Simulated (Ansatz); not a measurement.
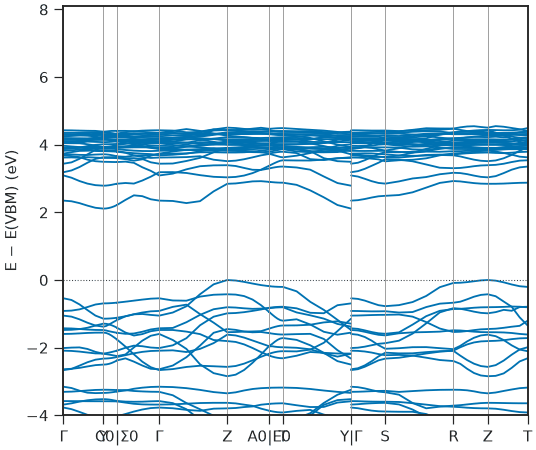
*Band structure from r²SCAN (plane waves, PAW; program Ansatz)*

Read off the gap and where the band edges lie.

About 2.1 eV (2.11 eV by a search for the band edges); maximum at Z, minimum at Y.

The material is La2CN3Cl in space group Cmmm (No. 65; Pearson symbol oS28).

The first step of the workflow began from a Materials Project structure, measured or hypothetical; the Crystallography Open Database files this formula in space group No. 65, but the cells were not matched. Its standing as an ambient phase is unchecked. The cell was relaxed with r²SCAN under the symmetry of its start; its stability against distortions is not shown here. Spin–orbit coupling is left out wherever it is not named.

Potentials: the later of the program's two PAW sets.
